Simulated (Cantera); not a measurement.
Input: 1 mol SiC, 2.5 mol O₂, 490 mol H₂, held at 1.50 bar.

Equilibrium computed with Cantera from the NASA thermochemical tables; the gas is ideal and each condensed phase is pure. Candidate condensed phases: C, C₆H₆, C₇H₈, C₈H₁₈, H₂O, Si, SiC, SiO₂; 123 gas species. The tables hold silica as quartz up to 1696 K and as liquid above; real silica turns to tridymite and cristobalite and melts near 1996 K. The numbers say what is thermodynamically allowed, not how fast it happens.

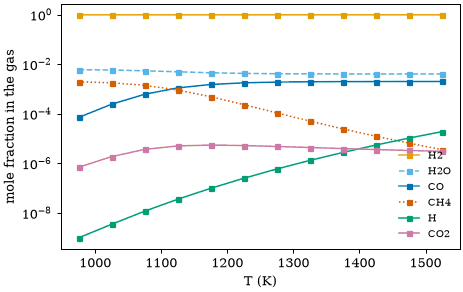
Figure. Equilibrium gas composition (values under 1e-9 drawn at 1e-9)

From 975 K to 1525 K the condensed part is SiO₂(β-quartz).
